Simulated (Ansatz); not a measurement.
# Molecular dynamics of NaH₁₂BrO₆ (part 3 of 3)

The same run, continued: NaH₁₂BrO₆ (disordered cell, 20 atoms in the cell); DFT PBE-D3(BJ), scalar-relativistic, plane waves, PAW, no spin polarisation (Ansatz 0.2.0); cutoff 420 eV, 1×1×1 k-mesh, Fermi–Dirac smearing of 0.05 eV. It belongs to a series of runs on one base structure; here: dynamics from the last frame of the run before.

Geometry of the input (Å; fractional positions):
```
6.6282  0.0000  0.0000
0.0000  6.6282  0.0000
0.0000  0.0000  6.6282
O  0.6074  0.3030  -0.0309
H  0.6473  0.2137  0.0737
H  0.4884  0.3649  0.0307
O  0.1043  0.3288  0.8140
H  0.0576  0.3416  0.9541
H  -0.0226  0.3259  0.7391
O  0.7325  0.9058  0.6987
H  0.6993  0.7744  0.6355
H  0.8261  0.9539  0.5864
O  0.2315  0.0411  0.4487
H  0.0708  0.1000  0.4503
H  0.2142  -0.0560  0.3525
O  0.9655  0.7377  0.2919
H  0.8864  0.6144  0.2661
H  0.8995  0.8181  0.1809
O  0.1981  0.9518  1.0178
H  0.0606  1.0083  1.0009
H  0.1338  0.8340  1.0778
Na 0.4169  1.1347  0.6924
Br 0.8135  0.2600  0.3857
```

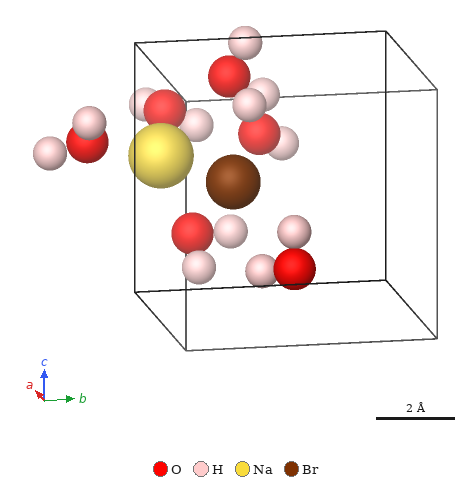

**Figure 1.** The geometry at step 280 of the log (spheres-only view of the cell of the calculation, seen at an oblique angle).

Trajectory as extended XYZ, continued
```
20
Lattice="6.6282 0.0000 0.0000 0.0000 6.6282 0.0000 0.0000 0.0000 6.6282" Properties=species:S:1:pos:R:3:forces:R:3 step=120 time_fs=60.0 energy=-7869.34926 temperature=787.0
O     3.5144    2.0645   -0.2935    0.1696  -0.3528  -1.1925
H     4.3456    1.6542   -0.0333    0.4661  -0.1183   0.2630
H     3.2138    2.4564    0.5171   -0.4319   0.3322   0.9556
O     0.7397    2.2908    5.7484   -0.3739  -1.2052   1.0129
H     1.3652    2.7397    5.2199    1.5649   0.7570  -1.0352
H    -0.0158    2.8579    5.6711   -1.1722   0.4532   0.1237
O     4.8781    5.8421    4.3996    1.0916   1.3108  -0.7239
H     5.3023    4.9748    4.4317    0.1949   0.0270  -0.1229
H     5.4861    6.5327    3.8978   -1.2470  -1.4621   0.9435
O     1.6453    0.2020    2.6718   -3.0899   0.2801  -2.6629
H     0.6144    0.5110    2.6497    2.5813  -0.3730   0.5488
H     1.6875   -0.0174    1.6548    0.7450   0.4447   2.4547
O     6.3591    4.5013    1.1236    1.6175   0.1731  -0.1755
H     7.0117    4.0139    1.6797   -0.3945   0.1430  -0.4785
H     5.5629    4.3188    1.6147   -1.0588  -0.1743   0.4513
O     1.5800    6.2781    6.3083   -1.5885  -1.0446   2.1189
H     1.1951    7.1532    6.4394    0.0983   1.3884  -0.7676
H     0.8981    5.8487    6.9394    0.8785  -0.6501  -1.4499
Na    2.9843    6.9263    4.6076   -0.1952   0.1863  -0.1967
Br    5.3013    1.9750    2.8732    0.1442  -0.1152  -0.0668
20
Lattice="6.6282 0.0000 0.0000 0.0000 6.6282 0.0000 0.0000 0.0000 6.6282" Properties=species:S:1:pos:R:3:forces:R:3 step=160 time_fs=80.0 energy=-7868.91996 temperature=572.5
O     3.3416    2.0605   -0.3227    1.5350  -0.6332  -0.2330
H     4.2598    1.6508   -0.3219   -1.1392   0.8586   0.1764
H     3.1635    2.2336    0.6160    0.2217  -0.2191   0.2199
O     0.6921    2.3586    5.7198   -1.0762  -0.3224   0.3120
H     1.5984    2.4824    5.4801    1.4059   0.0529  -0.4432
H     0.5553    3.0676    6.3724   -0.6053   0.0078  -0.3382
O     4.9249    5.7358    4.3867    1.3334  -0.2819  -0.9256
H     5.1440    4.7826    4.5389    0.0492   0.7838  -0.6231
H     5.4254    6.1148    3.5693   -0.8405  -0.8929   1.5960
O     1.7301    0.2553    2.6690   -2.2865   1.8429  -3.6912
H     1.0002    1.0163    2.5653    1.2909  -1.6116   1.1848
H     1.6734    0.0660    1.6284    0.7379  -0.2988   2.7066
O     6.3261    4.3632    0.8467    1.0468   0.6230  -0.7283
H     7.0741    3.8038    1.1148   -0.0180   0.3561   0.7976
H     5.5909    3.8169    1.1186   -0.9737  -0.7233   0.6160
O     1.6206    6.2953    6.2376   -1.6107  -1.0010  -0.6272
H     1.0098    7.0471    6.1595    0.2363   1.5768   0.3514
H     0.9295    5.7050    5.8329    0.8137  -0.5765   0.6575
Na    3.0701    6.7408    4.6326   -0.1552   0.5264  -0.5717
Br    5.2833    2.0663    2.9756    0.0345  -0.0676  -0.4370
20
Lattice="6.6282 0.0000 0.0000 0.0000 6.6282 0.0000 0.0000 0.0000 6.6282" Properties=species:S:1:pos:R:3:forces:R:3 step=200 time_fs=100.0 energy=-7869.33563 temperature=696.0
O     3.2873    2.0189   -0.3098    1.0324  -0.2589   0.3142
H     4.1148    2.4911   -0.6180   -0.9062  -0.8694   0.7492
H     3.4220    1.5725    0.5801    0.3125   1.0089  -1.0292
O     0.6892    2.3720    5.6722    0.5675   0.2439   0.3635
H     1.6165    2.5594    5.9574   -0.1659  -0.5107  -0.3706
H     0.2636    3.0748    6.2240   -0.0304  -0.5077  -0.3934
O     5.0765    5.5130    4.3876   -0.0664  -0.4218  -0.2781
H     5.0331    4.5470    4.1133    0.3935   1.1772  -0.2108
H     5.3330    6.1220    3.6404   -0.0247  -0.8586   0.4832
O     1.7974    0.3838    2.6748   -3.6453  -0.2731  -2.3094
H     0.7962    0.7366    2.5959    2.3321   0.0968   1.2196
H     1.6473   -0.1234    1.8094    1.2828   0.3784   0.9842
O     6.3414    4.1532    0.6126   -0.3362   1.4191   0.7163
H     6.4572    4.7761    1.3556    0.6201   0.1187  -0.3289
H     5.6342    3.6551    1.0374   -0.6777  -1.1383   0.2934
O     1.5311    6.2983    6.1674   -0.7391  -0.2807   0.1680
H     0.9959    7.0963    6.0231    0.3820   1.8905   0.0647
H     0.7517    5.7534    5.9981   -0.0230  -1.5222  -0.0132
Na    3.1286    6.6370    4.5809   -0.1565   0.4882  -0.0719
Br    5.2661    2.1561    3.0565   -0.1515  -0.1804  -0.3509
20
Lattice="6.6282 0.0000 0.0000 0.0000 6.6282 0.0000 0.0000 0.0000 6.6282" Properties=species:S:1:pos:R:3:forces:R:3 step=240 time_fs=120.0 energy=-7869.61764 temperature=751.2
O     3.3511    1.9325   -0.2904    0.9389  -0.7867   1.4409
H     3.5263    2.7719   -0.7325    0.5168   0.1565  -0.0717
H     3.9985    1.8394    0.4909   -1.0443   0.5661  -1.2522
O     0.7736    2.2657    5.5833    0.6079   1.4289   1.4344
H     1.4557    2.5902    6.2707   -1.0046  -1.0343  -1.2934
H     0.0723    2.9498    5.7640    0.3907  -0.8123  -0.2425
O     5.2251    5.2596    4.3687   -0.8441  -1.1295   0.1741
H     5.3978    4.4790    3.7448   -0.0909   0.8264   0.7436
H     5.7418    6.0212    4.1190    0.7615   0.4334  -0.5333
O     1.8113    0.4558    2.6780   -3.4187   2.2716   0.4549
H     0.9125    1.0649    2.7006    2.3026  -1.2796   1.2959
H     1.6550    0.3746    1.7439    0.9623  -0.9866  -1.6890
O     6.2666    4.0663    0.5835   -0.3676   1.1967  -1.1325
H     5.4686    4.5927    0.3536    0.3983  -0.3878   0.2699
H     6.1594    3.7735    1.4968   -0.3381  -0.5049   0.7668
O     1.3646    6.3302    6.1202    0.5104  -0.1756   0.1056
H     0.7787    7.0959    6.0763    0.0967   1.4120  -0.4187
H     0.7201    5.6590    6.3231   -0.3200  -1.4440   0.3677
Na    3.1625    6.6083    4.5082   -0.1599   0.3123   0.0362
Br    5.2447    2.2383    3.1144    0.1022  -0.0626  -0.4568
20
Lattice="6.6282 0.0000 0.0000 0.0000 6.6282 0.0000 0.0000 0.0000 6.6282" Properties=species:S:1:pos:R:3:forces:R:3 step=280 time_fs=140.0 energy=-7869.14139 temperature=493.3
O     3.5012    1.8560   -0.2451    0.1048  -0.7661   1.3715
H     3.5127    2.3928   -1.0345    0.2464   1.0308  -0.3321
H     3.8346    2.3453    0.5482   -0.2039  -0.2006  -0.8574
O     0.8893    2.1177    5.4594   -0.2962   0.6820   1.7044
H     1.1540    2.2609    6.4323   -0.2439  -0.0321  -1.9210
H    -0.0002    2.5333    5.3982    0.4910  -0.1163  -0.3403
O     5.3451    5.1150    4.3668   -2.3458  -0.8587  -0.6205
H     5.3293    4.1254    4.1155    0.2292   1.2713   0.2015
H     6.2042    5.3426    4.6582    1.6900   0.2585   0.4843
O     1.7732    0.5335    2.6749   -2.2279   3.1597   2.3370
H     1.1717    1.4198    2.8324    1.3450  -2.7514   0.6197
H     1.7945    0.7078    1.7628    0.7686  -0.6153  -2.8562
O     6.0867    4.1098    0.5451   -0.0827  -0.8395  -0.1376
H     5.7443    3.1874    0.6139   -0.1110   0.3724  -0.4668
H     6.3093    4.1463    1.4784    0.2385   0.6606   0.9383
O     1.2388    6.3195    6.1148    0.2600  -1.4934   0.3710
H     0.6872    7.0445    5.8222   -0.2370   1.2848  -0.5171
H     0.5832    5.6884    6.4593    0.2049  -0.5149   0.1933
Na    3.1870    6.6186    4.4408    0.2576  -0.0961   0.1585
Br    5.2237    2.3126    3.1500   -0.0876  -0.4360  -0.3306
20
Lattice="6.6282 0.0000 0.0000 0.0000 6.6282 0.0000 0.0000 0.0000 6.6282" Properties=species:S:1:pos:R:3:forces:R:3 step=320 time_fs=160.0 energy=-7869.53625 temperature=603.9
O     3.6462    1.7990   -0.1970   -0.6546  -1.4831  -1.6921
H     4.0113    2.3106   -0.9364    0.2381   0.3970   0.3337
H     3.7761    2.2367    0.6223    0.6234   0.9996   1.2998
O     0.9564    1.9866    5.2978   -0.5474   0.6094  -0.6382
H     1.1166    2.7622    5.8508    0.2673   0.0873   0.0467
H     0.2880    2.2992    4.6154    0.2285  -0.4156   0.4006
O     5.4139    5.0844    4.4168   -0.6687   0.5500   0.0908
H     4.9993    4.2187    4.1476    0.7850   0.3360   0.3459
H     6.0727    4.9076    5.1208   -0.5335  -0.1278  -0.4112
O     1.7626    0.6542    2.6989   -3.3514   0.8477  -2.0710
H     0.7555    1.0103    2.6360    2.5009  -0.7472   1.2012
H     1.7734    0.4851    1.7146    0.8740  -0.2804   0.7409
O     5.9305    4.1039    0.5646    0.5864   0.2736   0.8456
H     6.4152    3.2997    0.8496   -0.3654   0.0385  -0.1961
H     5.9164    4.5644    1.4401   -0.2881  -0.2291  -0.5520
O     1.1527    6.1627    6.1143   -0.4714  -0.3938   0.6325
H     0.9171    7.0949    5.9037    0.1329   0.3574  -0.2721
H     0.3225    5.8230    6.5197    0.6465  -0.2415  -0.1046
Na    3.2500    6.6272    4.3980    0.0665   0.1630   0.2430
Br    5.1995    2.3646    3.1740   -0.0689  -0.7412  -0.2434
20
Lattice="6.6282 0.0000 0.0000 0.0000 6.6282 0.0000 0.0000 0.0000 6.6282" Properties=species:S:1:pos:R:3:forces:R:3 step=360 time_fs=180.0 energy=-7869.62729 temperature=598.1
O     3.8017    1.7608   -0.1673   -0.9920   0.0477  -2.6576
H     4.5173    2.2098   -0.6586    0.0805  -0.0952   0.5097
H     4.0595    1.5684    0.7061    0.9718  -0.1012   1.9737
O     1.0011    1.9728    5.0982   -1.2573  -1.8481   0.4878
H     1.4830    2.7025    4.7730    1.1108   1.5253  -0.4994
H     0.3211    1.8147    4.3908    0.1672   0.3727   0.4165
O     5.3566    5.1991    4.4998   -0.4174   0.1854   1.2350
H     5.4732    4.3928    3.9291   -0.1809   0.1242   0.6962
H     5.4324    4.8973    5.4638    0.1894   0.0248  -1.7822
O     1.7309    0.7403    2.6513   -1.1706  -3.0012  -2.5146
H     0.7942    0.4156    2.8281    0.9587   0.8644   0.4138
H     1.8030    0.1442    1.7802    0.3805   1.7895   1.7681
O     5.8560    4.1610    0.6133   -1.2836   0.1254   0.9004
H     6.2240    3.4701    1.2242   -0.1619   0.2488  -0.3499
H     4.9522    4.2950    1.0428    1.3759  -0.2111  -0.5967
O     1.1417    5.9921    6.1590    0.3983  -1.0020   0.7846
H     0.8894    6.9171    6.0965   -0.2886   0.7257  -0.1033
H     0.4532    5.4880    6.6679    0.3816   0.3906  -0.4748
Na    3.3263    6.6604    4.3956   -0.0446   0.2734   0.2459
Br    5.1719    2.3820    3.1860   -0.2180  -0.4390  -0.4532
20
Lattice="6.6282 0.0000 0.0000 0.0000 6.6282 0.0000 0.0000 0.0000 6.6282" Properties=species:S:1:pos:R:3:forces:R:3 step=400 time_fs=200.0 energy=-7869.76240 temperature=620.3
O     3.9914    1.6759   -0.1565   -0.8837  -0.3791  -0.3804
H     4.8572    1.9985   -0.4416    0.3956  -0.2855   0.2501
H     4.0506    1.1889    0.6848    0.4724   0.4184  -0.0867
O     1.0651    1.9497    4.9324    0.3294   0.0848  -0.0520
H     1.7272    2.0660    4.2124   -0.4978   0.1577   0.3577
H     0.2325    2.2980    4.5158    0.2656  -0.3023  -0.0460
O     5.2022    5.3845    4.6143   -0.0507   0.2828   0.8908
H     5.4225    4.7606    3.9009   -0.0267  -0.5337   0.1630
H     5.3929    4.9352    5.4771    0.0304   0.1892  -0.9814
O     1.7522    0.6661    2.5669    0.9375  -0.6116  -4.0951
H     0.9117    0.4990    2.9347   -2.0773  -0.1726   1.3358
H     1.4871    0.4585    1.5488    1.3018   0.4400   2.6416
O     5.7168    4.2502    0.6768   -0.5902  -0.6282  -0.0554
H     5.9603    3.6587    1.4514   -0.2760   0.3601  -0.4455
H     4.8393    3.8638    0.4170    0.5901   0.2743   0.4683
O     1.2527    5.8641    6.2825    0.3903  -0.4602   0.5225
H     0.7707    6.5879    5.8743   -0.3591   0.6009  -0.4188
H     0.5808    5.1704    6.4833    0.2844   0.2958  -0.0040
Na    3.3929    6.7365    4.4303   -0.1394   0.2367   0.0983
Br    5.1364    2.3777    3.1785   -0.0966   0.0321  -0.1629
```
